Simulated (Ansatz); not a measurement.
# A computed series for hypothetical anti-fluorite Tl2O: pressure series

Start from Tl$_{2}$O in the anti-fluorite structure (space group Fm-3m, No. 225; a = 6.4314 Å; a hypothetical phase, not in the database extracts checked).

Cell and atoms are relaxed at each pressure.

Calculations: Ansatz (a quantum-chemistry and plane-wave program), PBEsol, PAW, cutoff 420 eV, without spin-orbit coupling.

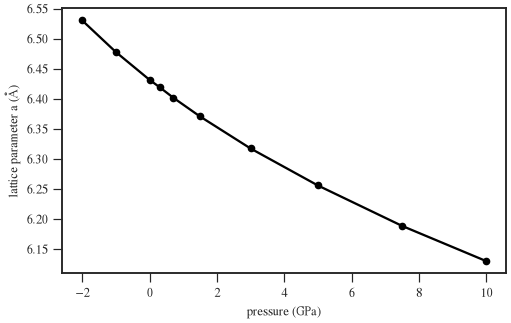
Fig. 1. Lattice parameter a against pressure

| pressure (GPa) | lattice parameter a |
|---|---|
| -2 | 6.530 Å |
| -1 | 6.478 Å |
| 0.3 | 6.419 Å |
| 0.7 | 6.402 Å |
| 1.5 | 6.370 Å |
| 3 | 6.317 Å |
| 5 | 6.256 Å |
| 7.5 | 6.188 Å |
| 10 | 6.130 Å |

Load acts through the strain it causes; cell and atoms are relaxed under it. Stability against distortions was not tested. Competing high-pressure phases were not computed. All final runs are without spin polarisation.
